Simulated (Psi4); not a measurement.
# [CuCl2]− (SMILES [Cl][Cu-][Cl]) at MP2/def2-SVPD

What is the energy change on altering one bond length of [CuCl2]− at MP2/def2-SVPD? 

The calculation is run with Psi4 1.11.

8 further runs of the same task are left out: 8 that didn't finish.

**1. The structure to begin with**

The species is [CuCl2]− (3 atoms), meant as a singlet with charge -1. As SMILES, `[Cl][Cu-][Cl]`. Geometry: a GFN2-xTB relaxation, a rough one for these elements and not checked as a minimum.

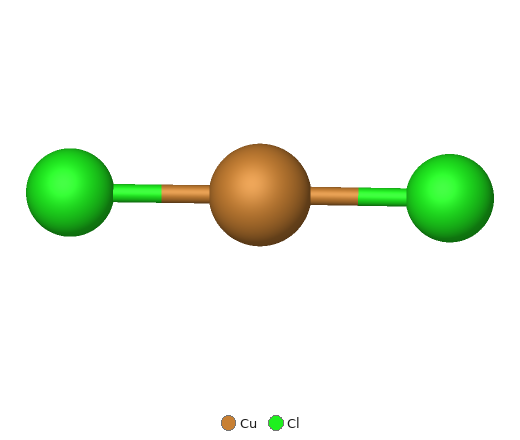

Viewed from a chosen angle; copper orange, chlorine green.

**2. The energy at MP2/def2-SVPD**

Input file run.py:

```python
import numpy as np
from ase.calculators.psi4 import Psi4
from ase import Atoms

mol = Atoms(['Cu', 'Cl', 'Cl'], positions=[
    [0.002530, 0.001450, 0.000550],
    [-0.016800, -0.020410, 2.083530],
    [0.014270, 0.018960, -2.084090],
])
calc = Psi4(atoms=mol, method='mp2', basis='def2-SVPD', memory='1600MB', num_threads=1, charge=-1, multiplicity=1, label='psi4-calc', reference='rhf')
calc.psi4.set_options({'puream': True, 'e_convergence': 1e-09, 'd_convergence': 1e-08, 'scf_type': 'pk', 'num_frozen_docc': 15, 'mp2_type': 'conv'})
mol.calc = calc

print(f'energy: {mol.get_potential_energy():.6f} eV')
```

Run with:

```sh
$ python run.py
```

psi4-calc.dat (excerpt; [...] marks lines left out):

```text
[...]
  Running in c1 symmetry.
[...]
  Nuclear repulsion =  287.065732134650204
[...]
  Multiplicity = 1
[...]
  Nalpha       = 32
  Nbeta        = 32
[...]
    Number of basis functions: 88
[...]
   @RHF iter   1: -2555.50389661956024   -1.22524e+00   2.43229e-02 DIIS/ADIIS
[...]
   @RHF iter  13: -2557.62332144435777   -1.04592e-11   3.81098e-09 DIIS
[...]
    Orbital Energies [Eh]
    ---------------------
    Doubly Occupied:
       1A   -328.623582     2A   -104.569296     3A   -104.569196
       4A    -40.664370     5A    -35.474988     6A    -35.474988
       7A    -35.472901     8A    -10.329397     9A    -10.329314
      10A     -7.803699    11A     -7.803613    12A     -7.802487
      13A     -7.802487    14A     -7.802406    15A     -7.802406
      16A     -4.854662    17A     -3.173583    18A     -3.164983
      19A     -3.164983    20A     -0.850165    21A     -0.840828
      22A     -0.364575    23A     -0.358789    24A     -0.358788
      25A     -0.329572    26A     -0.329572    27A     -0.268402
      28A     -0.253653    29A     -0.253652    30A     -0.224322
      31A     -0.221218    32A     -0.221218
[...]
  @RHF Final Energy: -2557.62332144435777
   => Energetics <=
    Nuclear Repulsion Energy =            287.0657321346502044
    One-Electron Energy =               -4146.2619187343152589
    Two-Electron Energy =                1301.5728651553072268
    Total Energy =                      -2557.6233214443577708
[...]
 Multipole Moments:
 ------------------------------------------------------------------------------------
     Multipole            Electronic (a.u.)      Nuclear  (a.u.)        Total (a.u.)
 ------------------------------------------------------------------------------------
 L = 1.  Multiply by 2.5417464519 to convert [e a0] to [Debye]
 Dipole X            :          0.0116061           -0.0060135            0.0055926
 Dipole Y            :          0.0066471           -0.0034465            0.0032006
 Dipole Z            :          0.0034424           -0.0013152            0.0021272
 Magnitude           :                                                    0.0067857
[...]
	SCS-MP2 Total Energy (a.u.)        : -2558.27696220373127
	SOS-MP2 Total Energy (a.u.)        : -2558.19836696674611
	SCSN-MP2 Total Energy (a.u.)       : -2558.03830429564141
[...]
	SOS-PI-MP2 Total Energy (a.u.)     : -2558.29420788714424
[...]
	MP2 Total Energy (a.u.)            : -2558.33831175730484
[...]
```

On the terminal:

```text
energy: -69615.931382 eV
```

Run time: 4.5 s. Hardware: 1 thread of Intel Xeon 6975P-C (Granite Rapids), shared host; peak memory 0.46 GiB.

**3. The distorted shape, same level**

Input file job.json:

```json
{
  "schema_name": "qcschema_input",
  "schema_version": 1,
  "molecule": {
    "schema_name": "qcschema_molecule",
    "schema_version": 2,
    "symbols": ["Cu", "Cl", "Cl"],
    "geometry": [0.03400373, 0.03578763, -3.14790956, -0.0317474, -0.03856931, 3.93730107, 0.05618912, 0.06887674, -7.08730823],
    "molecular_charge": -1,
    "molecular_multiplicity": 1,
    "fix_symmetry": "c1"
  },
  "driver": "energy",
  "model": {
    "method": "mp2",
    "basis": "def2-SVPD"
  },
  "keywords": {
    "puream": true,
    "e_convergence": 1e-09,
    "d_convergence": 1e-08,
    "scf_type": "pk",
    "num_frozen_docc": 15,
    "mp2_type": "conv"
  }
}
```

Run with:

```sh
$ psi4 --qcschema job.json -n 1 --memory 1600MB
```

stdout (excerpt; [...] marks lines left out):

```text
[...]
  Running in c1 symmetry.
[...]
  Nuclear repulsion =  220.926338959101400
[...]
  Multiplicity = 1
[...]
  Nalpha       = 32
  Nbeta        = 32
[...]
    Number of basis functions: 88
[...]
   @RHF iter   1: -2555.62793240215069   -2.18049e+00   2.32343e-02 DIIS/ADIIS
[...]
   @RHF iter  15: -2557.58159173599461   -1.81899e-12   2.87673e-09 DIIS
[...]
    Orbital Energies [Eh]
    ---------------------
    Doubly Occupied:
       1A   -328.686130     2A   -104.616236     3A   -104.521746
       4A    -40.723489     5A    -35.534906     6A    -35.534906
       7A    -35.532299     8A    -10.376404     9A    -10.279495
      10A     -7.850745    11A     -7.849316    12A     -7.849316
      13A     -7.753117    14A     -7.752859    15A     -7.752859
      16A     -4.922232    17A     -3.240083    18A     -3.236546
      19A     -3.236546    20A     -0.891793    21A     -0.777010
      22A     -0.416043    23A     -0.414328    24A     -0.414328
      25A     -0.402843    26A     -0.402843    27A     -0.296374
      28A     -0.283307    29A     -0.283307    30A     -0.198092
      31A     -0.195398    32A     -0.195398
[...]
  @RHF Final Energy: -2557.58159173599461
   => Energetics <=
    Nuclear Repulsion Energy =            220.9263389591014004
    One-Electron Energy =               -4012.1752727889379457
    Two-Electron Energy =                1233.6673420938420804
    Total Energy =                      -2557.5815917359941523
[...]
 Multipole Moments:
 ------------------------------------------------------------------------------------
     Multipole            Electronic (a.u.)      Nuclear  (a.u.)        Total (a.u.)
 ------------------------------------------------------------------------------------
 L = 1.  Multiply by 2.5417464519 to convert [e a0] to [Debye]
 Dipole X            :         -0.0701205            0.0244558           -0.0456647
 Dipole Y            :         -4.2364782            1.3189379           -2.9175403
 Dipole Z            :          0.0000000            0.0000000            0.0000000
 Magnitude           :                                                    2.9178977
[...]
	SCS-MP2 Total Energy (a.u.)        : -2558.21269224469415
	SOS-MP2 Total Energy (a.u.)        : -2558.13787171019885
	SCSN-MP2 Total Energy (a.u.)       : -2557.97664415812915
[...]
	SOS-PI-MP2 Total Energy (a.u.)     : -2558.23058503923312
[...]
	MP2 Total Energy (a.u.)            : -2558.26961998465049
[...]
```

The result, in JSON:

```text
{
 "driver": "energy",
 "model": {
  "method": "mp2",
  "basis": "def2-SVPD"
 },
 "success": true,
 "return_result": -2558.2696199846505,
 "properties": {
  "calcinfo_nbasis": 88,
  "calcinfo_nmo": 88,
  "calcinfo_nalpha": 32,
  "calcinfo_nbeta": 32,
  "calcinfo_natom": 3,
  "nuclear_repulsion_energy": 220.9263389591014,
  "return_energy": -2558.2696199846505,
  "scf_one_electron_energy": -4012.175272788938,
  "scf_two_electron_energy": 1233.667342093842,
  "scf_dipole_moment": [-0.04566467514098918, -2.9175403094320895, 4.619874087128145e-15],
  "scf_total_energy": -2557.5815917359946,
  "scf_iterations": 15,
  "mp2_same_spin_correlation_energy": -0.22446160348568733,
  "mp2_opposite_spin_correlation_energy": -0.4635666451702896,
  "mp2_singles_energy": 0.0,
  "mp2_doubles_energy": -0.688028248655977,
  "mp2_correlation_energy": -0.6880282486558826,
  "mp2_total_energy": -2558.2696199846505
 }
}
```

It took 5.7 s on 1 thread of Intel Xeon 6975P-C (Granite Rapids), shared host; peak memory 0.45 GiB.

**4. What came out**

At MP2/def2-SVPD, 15 core orbitals frozen:

| quantity | value |
| --- | --- |
| first shape: total energy | -2558.33831 Eh |
| first shape: HOMO energy (Hartree–Fock orbitals) | -6.02 eV |
| first shape: LUMO energy (Hartree–Fock orbitals) | 4.97 eV |
| first shape: HOMO–LUMO gap (to an unbound level, set by the basis) | 10.99 eV |
| first shape: correlation energy (15 core orbitals frozen) | -715.0 mEh |
| distorted shape: total energy | -2558.26962 Eh |
| distorted shape: HOMO energy (Hartree–Fock orbitals) | -5.32 eV |
| distorted shape: LUMO energy (Hartree–Fock orbitals) | 3.89 eV |
| distorted shape: HOMO–LUMO gap (to an unbound level, set by the basis) | 9.20 eV |
| distorted shape: correlation energy (15 core orbitals frozen) | -688.0 mEh |
| energy change with the Cu1–Cl2 bond stretched from 2.083 to 3.750 Å | 1.869 eV |

In words: With the Cu1–Cl2 bond stretched from 2.083 to 3.750 Å the energy rises by 1.87 eV (180 kJ/mol). The first shape isn't relaxed at this level, so the change isn't measured from a minimum.
